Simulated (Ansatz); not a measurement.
# Nudged elastic band of CH9ClSi2

- system: CH9ClSi2
- method: RKS PBE/def2-SVP (Ansatz 0.2.0)

One setting was made poor on purpose. It belongs to a series of runs on one base structure; here: band between the two ends.

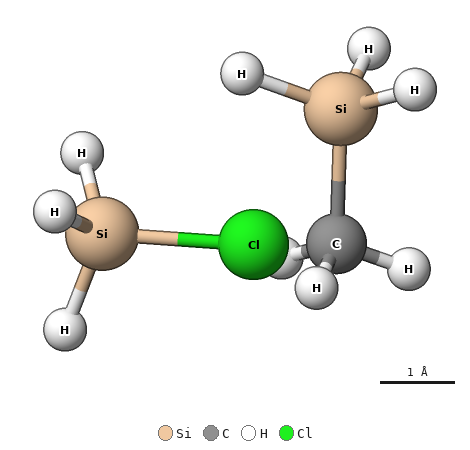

*The starting structure (ball-and-stick view, seen at a tilt).*

Results in brief:

| quantity | value |
| --- | --- |
| outcome | converged |
| barrier, forward | 2.601 eV |
| barrier, backward | 2.602 eV |
| hardware | 2 threads of Arm Neoverse V2, 24 GiB of memory available, shared host |
| wall time | 46 s (CPU time 90 s) |
| peak memory | 0.16 GiB |

A deliberately poor setting: loose force. The order of the saddle point was not checked.

The input:
```yaml
crystal:
  periodic: [false, false, false]
  atoms:
    - { symbol: Si, position_ang: [-1.14207, 1.612081, 0.306901] }
    - { symbol: C, position_ang: [-0.743816, 1.1198, -1.475859] }
    - { symbol: H, position_ang: [-1.250012, 0.395123, 1.191073] }
    - { symbol: H, position_ang: [-2.459009, 2.344817, 0.370456] }
    - { symbol: H, position_ang: [-0.078277, 2.516381, 0.87281] }
    - { symbol: Si, position_ang: [1.480298, -2.326105, 0.876405] }
    - { symbol: Cl, position_ang: [2.274322, -0.42781, 0.519099] }
    - { symbol: H, position_ang: [2.345844, -3.024888, 1.883055] }
    - { symbol: H, position_ang: [0.084822, -2.174372, 1.40383] }
    - { symbol: H, position_ang: [1.469309, -3.09345, -0.41274] }
    - { symbol: H, position_ang: [-1.527639, 0.451723, -1.888401] }
    - { symbol: H, position_ang: [-0.682586, 2.016777, -2.12563] }
    - { symbol: H, position_ang: [0.229011, 0.590125, -1.520995] }
basis:
  gaussian: { orbitals: def2-SVP }
hamiltonian:
  xc: pbe
neb:
  order_check: false
  images: 5
  f_tol: 0.5
  max_iterations: 60
  final_atoms:
    - { symbol: Si, position_ang: [-0.55863882, 2.2224718, 1.81291977] }
    - { symbol: C, position_ang: [0.10283272, -0.75491202, -1.86805735] }
    - { symbol: H, position_ang: [-0.29777858, 2.94479871, 3.10199535] }
    - { symbol: H, position_ang: [-1.31366001, 0.9527941, 2.07023724] }
    - { symbol: H, position_ang: [-1.32893654, 3.10651057, 0.87649196] }
    - { symbol: Si, position_ang: [0.43650626, -1.91952132, -0.41483228] }
    - { symbol: Cl, position_ang: [1.27627222, 1.75003818, 0.93342114] }
    - { symbol: H, position_ang: [-0.39602799, -1.53633001, 0.78300989] }
    - { symbol: H, position_ang: [0.08671163, -3.34014088, -0.78068203] }
    - { symbol: H, position_ang: [1.88858588, -1.88603274, -0.01372567] }
    - { symbol: H, position_ang: [-0.96743478, -0.78130487, -2.15751579] }
    - { symbol: H, position_ang: [0.36601532, 0.28560294, -1.59051748] }
    - { symbol: H, position_ang: [0.70574968, -1.04377246, -2.75274076] }
  initial_path:
    images:
      - { positions_ang: [[-1.14207, 1.612081, 0.306901], [-0.743816, 1.1198, -1.475859], [-1.250012, 0.395123, 1.191073], [-2.459009, 2.344817, 0.370456], [-0.078277, 2.516381, 0.87281], [1.480298, -2.326105, 0.876405], [2.274322, -0.42781, 0.519099], [2.345844, -3.024888, 1.883055], [0.084822, -2.174372, 1.40383], [1.469309, -3.09345, -0.41274], [-1.527639, 0.451723, -1.888401], [-0.682586, 2.016777, -2.12563], [0.229011, 0.590125, -1.520995]] }
      - { positions_ang: [[-0.90281828, 1.51010696, 0.46190029], [-0.62243727, 0.78057732, -1.33053702], [-0.97886478, 0.51283797, 1.49865435], [-2.2643621, 2.06289286, 0.42000997], [0.0021105, 2.54716842, 0.75376924], [1.18544691, -2.03419762, 0.62801824], [2.16523506, -0.10469212, 0.6037386], [1.71365085, -2.55371391, 1.7776743], [-0.09127681, -2.24204159, 0.80906852], [1.58584577, -2.68831776, -0.45081621], [-1.48400603, 0.22525419, -1.66820587], [-0.54972633, 1.71842094, -1.8947507], [0.2413995, 0.26590634, -1.60851969]] }
      - { positions_ang: [[-0.66356656, 1.40813291, 0.61689957], [-0.50105853, 0.44135464, -1.18521505], [-0.70771756, 0.63055294, 1.8062357], [-2.0697152, 1.78096872, 0.46956394], [0.082498, 2.57795584, 0.63472849], [0.89059582, -1.74229025, 0.37963148], [2.05614811, 0.21842576, 0.68837819], [1.08145771, -2.08253981, 1.67229359], [-0.26737562, -2.30971118, 0.21430704], [1.70238253, -2.28318551, -0.48889242], [-1.44037305, -0.00121463, -1.44801075], [-0.41686665, 1.42006489, -1.66387141], [0.25378801, -0.05831232, -1.69604437]] }
      - { positions_ang: [[-0.42431484, 1.30615887, 0.77189886], [-0.3796798, 0.10213196, -1.03989307], [-0.43657034, 0.74826791, 2.11381705], [-1.87506831, 1.49904458, 0.51911791], [0.16288549, 2.60874326, 0.51568773], [0.59574473, -1.45038287, 0.13124472], [1.94706117, 0.54154364, 0.77301779], [0.44926456, -1.61136572, 1.56691289], [-0.44347443, -2.37738077, -0.38045445], [1.8189193, -1.87805327, -0.52696863], [-1.39674008, -0.22768344, -1.22781562], [-0.28400698, 1.12170883, -1.43299211], [0.26617651, -0.38253098, -1.78356906]] }
      - { positions_ang: [[-0.4690895, 1.61159651, 1.11890583], [-0.21884229, -0.18354937, -1.31594783], [-0.39030642, 1.48044484, 2.44320982], [-1.68793221, 1.31696108, 1.03615769], [-0.33438852, 2.7746657, 0.63595581], [0.54266524, -1.60676236, -0.05078095], [1.72346485, 0.94437515, 0.82648557], [0.16750038, -1.58635382, 1.30561189], [-0.26674574, -2.69830081, -0.51386364], [1.84214149, -1.88071309, -0.35588765], [-1.25363831, -0.41222391, -1.53771568], [-0.06733288, 0.84300687, -1.48550057], [0.4127009, -0.6029448, -2.10662629]] }
      - { positions_ang: [[-0.51386416, 1.91703416, 1.4659128], [-0.05800479, -0.4692307, -1.59200259], [-0.3440425, 2.21262178, 2.77260259], [-1.50079611, 1.13487759, 1.55319746], [-0.83166253, 2.94058813, 0.75622388], [0.48958575, -1.76314184, -0.23280661], [1.49986853, 1.34720667, 0.87995335], [-0.1142638, -1.56134191, 1.04431089], [-0.09001706, -3.01922084, -0.64727283], [1.86536369, -1.88337291, -0.18480666], [-1.11053655, -0.59676439, -1.84761573], [0.14934122, 0.5643049, -1.53800902], [0.55922529, -0.82335863, -2.42968352]] }
      - { positions_ang: [[-0.55863882, 2.2224718, 1.81291977], [0.10283272, -0.75491202, -1.86805735], [-0.29777858, 2.94479871, 3.10199535], [-1.31366001, 0.9527941, 2.07023724], [-1.32893654, 3.10651057, 0.87649196], [0.43650626, -1.91952132, -0.41483228], [1.27627222, 1.75003818, 0.93342114], [-0.39602799, -1.53633001, 0.78300989], [0.08671163, -3.34014088, -0.78068203], [1.88858588, -1.88603274, -0.01372567], [-0.96743478, -0.78130487, -2.15751579], [0.36601532, 0.28560294, -1.59051748], [0.70574968, -1.04377246, -2.75274076]] }
```

Run as:
```bash
ansatz run input.yaml --threads 2 --pin off --max-ram 3072MiB --backend cpu --events-out ev --progress --plain --runs-dir out
```

The program's output:
```
Engine: ansatz 0.2.0, aarch64-unknown-linux-gnu
Functional definition: PBE
  parameter kappa = 0.804
  parameter beta = 0.06672455060314922
  exchange = pbe_x(kappa = kappa, mu = beta*pi^2/3)
  correlation = pbe_c(beta = beta)
1267 factors; their error is unknown
mean field evaluation 1: about -29430.7201 eV, gradient 5.1e1 eV
mean field evaluation 2: about -29422.6521 eV, gradient 6.9e1 eV
mean field evaluation 4: about -29437.3961 eV, gradient 1.3e0 eV
mean field evaluation 8: about -29437.4036 eV, gradient 3.2e-2 eV
mean field evaluation 16: about -29437.3159 eV, gradient 2.0e-5 eV
mean field -29437.31589299 eV, -1081.8014057382 hartree, gradient 2.0e-5 eV, S^2 0.000000; 0 other end points of the search recorded, 0 dependent functions left out
the calculation of the forces begins
reference -29437.31593655 eV, -1081.8014073388 hartree; 30, 30 occupied and 83, 83 virtual orbitals, 1267 factors
1267 factors; their error is unknown
mean field evaluation 32: about -29437.3161 eV, gradient 7.1e-5 eV
mean field -29437.31610187 eV, -1081.8014134140 hartree, gradient 7.1e-5 eV, S^2 0.000000; 0 other end points of the search recorded, 0 dependent functions left out
[... from here on the field's lines of each further geometry are left out, up to the last ...]
NEB iter   1: max|band force component| = 7.420e0 eV/Å  barrier→ = 4.1852 eV  barrier← = 4.1854 eV  Δτ_max = 0.1977 Å  (182 SCF iters)
NEB iter   2: max|band force component| = 3.124e0 eV/Å  barrier→ = 2.6724 eV  barrier← = 2.6726 eV  Δτ_max = 0.2000 Å  (138 SCF iters)
NEB iter   3: max|band force component| = 9.728e-1 eV/Å  barrier→ = 2.6247 eV  barrier← = 2.6249 eV  Δτ_max = 0.1995 Å  (135 SCF iters)
the calculation of the forces begins
reference -29437.27938446 eV, -1081.8000640741 hartree; 30, 30 occupied and 83, 83 virtual orbitals, 1267 factors
1267 factors; their error is unknown
mean field -29434.71448402 eV, -1081.7058057218 hartree, gradient 2.4e-5 eV, S^2 0.000000; 1 other end points of the search recorded, 0 dependent functions left out
the calculation of the forces begins
reference -29434.71452198 eV, -1081.7058071168 hartree; 30, 30 occupied and 83, 83 virtual orbitals, 1267 factors
NEB iter   4: max|band force component| = 3.075e-1 eV/Å  barrier→ = 2.6014 eV  barrier← = 2.6016 eV  CI = image 3  Δτ_max = 0.0000 Å  (268 SCF iters)
```

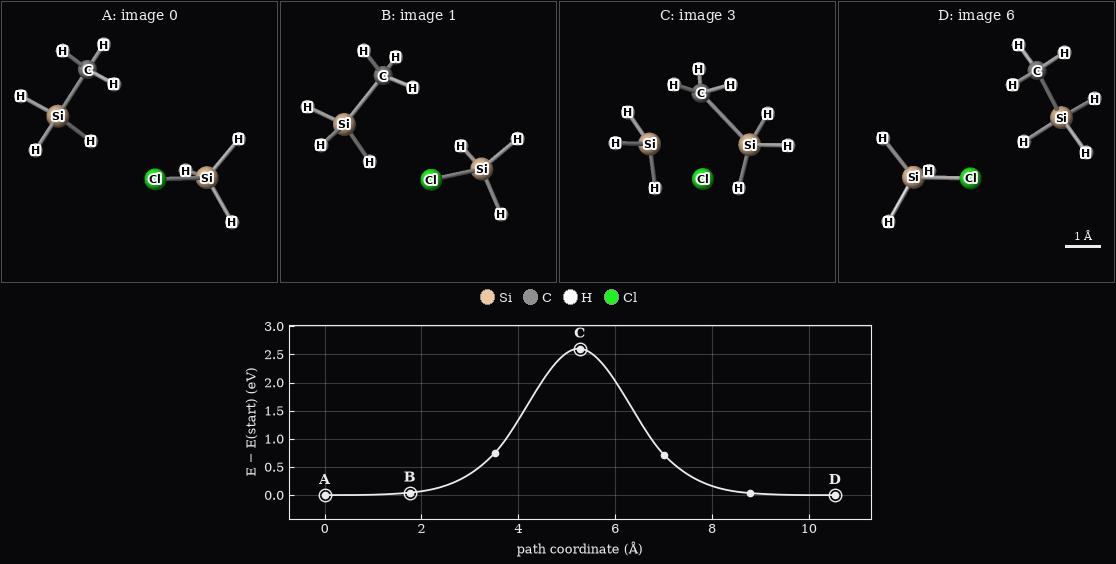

*Images of the last band (counted from 0; ball-and-stick, seen at a tilt) above the energy along the path; the line is a cubic interpolation that uses the forces.*

The highest image is number 3, 2.601 eV above the start and 2.602 eV above the end (the climbing image); start and end have the same energy. The path is 10.54 Å long. The band converged in 4 iterations.

```
Total energy: -29434.71452198 eV, -1081.7058071168 hartree
Atom 0 at    -0.423305     1.270960     0.751780 Å, force    -0.018043     0.048035     0.101378 eV/Å
Atom 1 at    -0.387074     0.086717    -1.007437 Å, force     0.008701    -0.085724     0.106834 eV/Å
Atom 2 at    -0.370800     0.711197     2.142920 Å, force    -0.023675     0.018032    -0.066521 eV/Å
Atom 3 at    -1.917640     1.408216     0.482805 Å, force     0.040393    -0.031560    -0.002179 eV/Å
Atom 4 at     0.080455     2.670464     0.544332 Å, force    -0.024889    -0.043584    -0.004744 eV/Å
Atom 5 at     0.558972    -1.424093     0.115261 Å, force    -0.053767    -0.098231     0.041820 eV/Å
Atom 6 at     1.995887     0.601266     0.626879 Å, force     0.004066     0.035472    -0.064893 eV/Å
Atom 7 at     0.434291    -1.542135     1.605800 Å, force    -0.007486     0.013216    -0.075724 eV/Å
Atom 8 at    -0.530055    -2.354923    -0.406376 Å, force     0.014977     0.040744     0.018327 eV/Å
Atom 9 at     1.800318    -1.973333    -0.526533 Å, force    -0.044590     0.036133     0.009521 eV/Å
Atom 10 at    -1.409675    -0.217893    -1.297524 Å, force     0.069740     0.027517     0.005729 eV/Å
Atom 11 at    -0.193526     1.144413    -1.330740 Å, force     0.038589    -0.038193    -0.036496 eV/Å
Atom 12 at     0.362350    -0.380655    -1.701163 Å, force    -0.004017     0.078144    -0.033053 eV/Å
Dipole moment:    -0.363465    -0.043170    -0.403638 e Å
this run last wrote the band of iteration 4 to [file]
```

The last band as extended XYZ (Å, eV, eV/Å):
```
13
Properties=species:S:1:pos:R:3:forces:R:3 image=0 energy=-29437.31589
Si   -1.1421    1.6121    0.3069    0.0018  -0.0042   0.0062
C    -0.7438    1.1198   -1.4759   -0.0132   0.0099  -0.0153
H    -1.2500    0.3951    1.1911   -0.0002   0.0176  -0.0126
H    -2.4590    2.3448    0.3705    0.0147  -0.0095   0.0031
H    -0.0783    2.5164    0.8728   -0.0166  -0.0136  -0.0109
Si    1.4803   -2.3261    0.8764    0.0052   0.0128   0.0015
Cl    2.2743   -0.4278    0.5191   -0.0057  -0.0165   0.0019
H     2.3458   -3.0249    1.8831   -0.0052   0.0055  -0.0067
H     0.0848   -2.1744    1.4038    0.0052  -0.0026   0.0007
H     1.4693   -3.0934   -0.4127    0.0010  -0.0015   0.0031
H    -1.5276    0.4517   -1.8884    0.0158   0.0120   0.0149
H    -0.6826    2.0168   -2.1256    0.0058  -0.0163   0.0097
H     0.2290    0.5901   -1.5210   -0.0086   0.0063   0.0047
13
Properties=species:S:1:pos:R:3:forces:R:3 image=1 energy=-29437.27237
Si   -0.9624    1.5525    0.4094   -0.0156   0.0461   0.0552
C    -0.6989    0.7939   -1.3054   -0.0534  -0.0234  -0.0397
H    -0.9226    0.5139    1.5022   -0.0301   0.0273  -0.0474
H    -2.3207    2.2073    0.4622    0.0192   0.0150  -0.0059
H     0.0752    2.6036    0.7131   -0.0420  -0.0391  -0.0180
Si    1.2996   -2.0391    0.6365    0.0393  -0.0293   0.0280
Cl    2.1572   -0.1402    0.7560    0.0651  -0.0258   0.0255
H     1.6700   -2.7973    1.8731    0.0262  -0.0433   0.0127
H    -0.1889   -1.9178    0.5379   -0.0393   0.0411   0.0092
H     1.8344   -2.7147   -0.5875    0.0397  -0.0524  -0.0214
H    -1.5476    0.1326   -1.5798    0.0470   0.0188   0.0169
H    -0.6357    1.5990   -2.0656   -0.0112  -0.0109  -0.0144
H     0.2406    0.2066   -1.3521   -0.0447   0.0758  -0.0007
13
Properties=species:S:1:pos:R:3:forces:R:3 image=2 energy=-29436.56733
Si   -0.7306    1.3442    0.5497   -0.1974   0.1596   0.0368
C    -0.5808    0.5002   -1.1539   -0.0071   0.2015  -0.3007
H    -0.5199    0.5653    1.8320   -0.0856  -0.0857  -0.2508
H    -2.1730    1.7672    0.5583   -0.1173   0.1433   0.0774
H     0.1216    2.5881    0.6062   -0.0534  -0.1100   0.0126
Si    1.0354   -1.6835    0.4327    0.1884  -0.2842   0.2971
Cl    2.0746    0.1499    0.6168    0.0842  -0.2027  -0.0992
H     0.8847   -2.1237    1.8490    0.2518  -0.2968   0.1053
H    -0.3423   -1.8687   -0.1514    0.1354   0.4023   0.0627
H     1.9462   -2.4355   -0.4767    0.1292  -0.3233   0.1183
H    -1.5123   -0.0450   -1.4104    0.0306   0.0736  -0.0125
H    -0.4887    1.3790   -1.8208   -0.2261   0.1130  -0.2580
H     0.2852   -0.1372   -1.4316   -0.1325   0.2094   0.2111
13
Properties=species:S:1:pos:R:3:forces:R:3 image=3 energy=-29434.71448
Si   -0.4233    1.2710    0.7518   -0.0180   0.0480   0.1014
C    -0.3871    0.0867   -1.0074    0.0087  -0.0857   0.1068
H    -0.3708    0.7112    2.1429   -0.0237   0.0180  -0.0665
H    -1.9176    1.4082    0.4828    0.0404  -0.0316  -0.0022
H     0.0805    2.6705    0.5443   -0.0249  -0.0436  -0.0047
Si    0.5590   -1.4241    0.1153   -0.0538  -0.0982   0.0418
Cl    1.9959    0.6013    0.6269    0.0041   0.0355  -0.0649
H     0.4343   -1.5421    1.6058   -0.0075   0.0132  -0.0757
H    -0.5301   -2.3549   -0.4064    0.0150   0.0407   0.0183
H     1.8003   -1.9733   -0.5265   -0.0446   0.0361   0.0095
H    -1.4097   -0.2179   -1.2975    0.0697   0.0275   0.0057
H    -0.1935    1.1444   -1.3307    0.0386  -0.0382  -0.0365
H     0.3624   -0.3807   -1.7012   -0.0040   0.0781  -0.0331
13
Properties=species:S:1:pos:R:3:forces:R:3 image=4 energy=-29436.60836
Si   -0.2977    1.6505    1.1769    0.0742   0.1646   0.4925
C    -0.2485   -0.2967   -1.3354    0.0921   0.0079  -0.3777
H    -0.4845    1.3310    2.6186    0.0186   0.3037   0.2865
H    -1.5235    1.0735    0.5356    0.2742  -0.2762  -0.2263
H    -0.2583    3.0739    0.7581   -0.1003   0.3534   0.1899
Si    0.4343   -1.5765   -0.1006   -0.1083  -0.2520  -0.0570
Cl    1.6959    1.0597    0.8092   -0.0522   0.1874   0.0165
H     0.2140   -1.4162    1.3889   -0.1268   0.1064  -0.1905
H    -0.3327   -2.8077   -0.5037    0.0465  -0.1824   0.0330
H     1.8979   -1.8418   -0.3410   -0.0778   0.0381   0.0314
H    -1.3305   -0.4591   -1.5123    0.0309  -0.0236  -0.0257
H    -0.0662    0.7965   -1.2406    0.0627  -0.3532   0.1128
H     0.3002   -0.5867   -2.2537   -0.1338  -0.0741  -0.2853
13
Properties=species:S:1:pos:R:3:forces:R:3 image=5 energy=-29437.27934
Si   -0.4259    1.9913    1.5054    0.1123   0.0505   0.0991
C    -0.1130   -0.5535   -1.6076   -0.0425  -0.0054  -0.0335
H    -0.5036    2.3058    2.9669   -0.0027   0.0380   0.0353
H    -1.4059    0.9217    1.1642   -0.0693  -0.1422  -0.0456
H    -0.6964    3.2085    0.6848   -0.0260   0.1263  -0.0418
Si    0.4637   -1.7994   -0.3045    0.0136  -0.0707   0.0304
Cl    1.5113    1.3389    1.0778    0.0084   0.0515   0.0429
H    -0.0974   -1.4912    1.0612   -0.0054  -0.0204  -0.0562
H    -0.0138   -3.1797   -0.6865    0.0256   0.0200   0.0009
H     1.9673   -1.8366   -0.2055   -0.0491   0.0006  -0.0081
H    -1.2103   -0.6199   -1.7599    0.0326   0.0133   0.0137
H     0.1455    0.4854   -1.3186    0.0172  -0.0689  -0.0253
H     0.3786   -0.7711   -2.5776   -0.0148   0.0075  -0.0118
13
Properties=species:S:1:pos:R:3:forces:R:3 image=6 energy=-29437.31610
Si   -0.5586    2.2225    1.8129    0.0196   0.0031  -0.0028
C     0.1028   -0.7549   -1.8681   -0.0034  -0.0100   0.0090
H    -0.2978    2.9448    3.1020   -0.0022  -0.0077  -0.0113
H    -1.3137    0.9528    2.0702    0.0026   0.0027  -0.0002
H    -1.3289    3.1065    0.8765    0.0035  -0.0050   0.0048
Si    0.4365   -1.9195   -0.4148    0.0074   0.0071   0.0099
Cl    1.2763    1.7500    0.9334   -0.0228   0.0064   0.0097
H    -0.3960   -1.5363    0.7830    0.0124  -0.0058  -0.0182
H     0.0867   -3.3401   -0.7807    0.0030   0.0117   0.0030
H     1.8886   -1.8860   -0.0137   -0.0264  -0.0011  -0.0069
H    -0.9674   -0.7813   -2.1575    0.0109   0.0014   0.0002
H     0.3660    0.2856   -1.5905   -0.0012  -0.0078  -0.0058
H     0.7057   -1.0438   -2.7527   -0.0034   0.0050   0.0087
```
